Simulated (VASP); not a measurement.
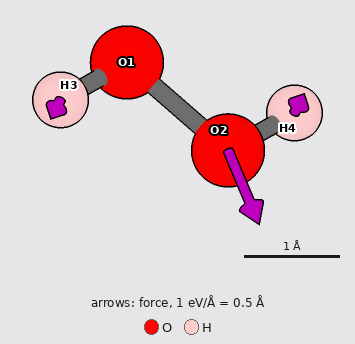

Starting geometry of crystalline H$_{2}$O$_{2}$ (a generated structure, set up in P-1) with the computed forces as purple arrows. A ball-and-stick model of the molecule without its box, seen at a tilt.

The run lets the atoms move in a fixed cell. 1 atoms are held fixed.

All numbers below come from Kohn-Sham DFT of a periodic cell, PBE with D3(BJ), VASP PAW PBE potentials, recommended in VASP 6.6.1.

Input file:
```
  PREC = Accurate
  ENCUT = 400
  EDIFF = 1E-6
  ISMEAR = 0
  SIGMA = 0.01
  LREAL = F
  LASPH = T
  NELM = 60
  ALGO = Fast
  ISIF = 2
  LWAVE = F
  LCHARG = F
  GGA = PE
  IVDW = 12
  IBRION = 2
  NSW = 120
  EDIFFG = -0.03
  ISYM = 0
```

Launched with:
```bash
cat potpaw_PBE.64/O/POTCAR potpaw_PBE.64/H/POTCAR > POTCAR
mpirun -np 4 vasp_gam > vasp.out
```

Question: What follows when this structure is relaxed?

Answer: It isn't relaxed: the largest force vector, on O2, is 1.88 eV/Å. The final displacements follow the starting forces only in part (cosine between the two patterns 0.68). The largest moves, 0.034 Å, are those of O1 and O2. By element the largest moves are O 0.034 Å, H 0.011 Å. Among the contacts that change: O1–O2 1.421 → 1.480 Å, O1–H3 0.966 → 0.978 Å. Bond angles that change, for instance: O2–O1–H3 102.1° → 98.2°. Over 13 geometry steps the energy falls by 6.31 kJ/mol. The largest force component goes from 1.5 to 0.025 eV/Å.
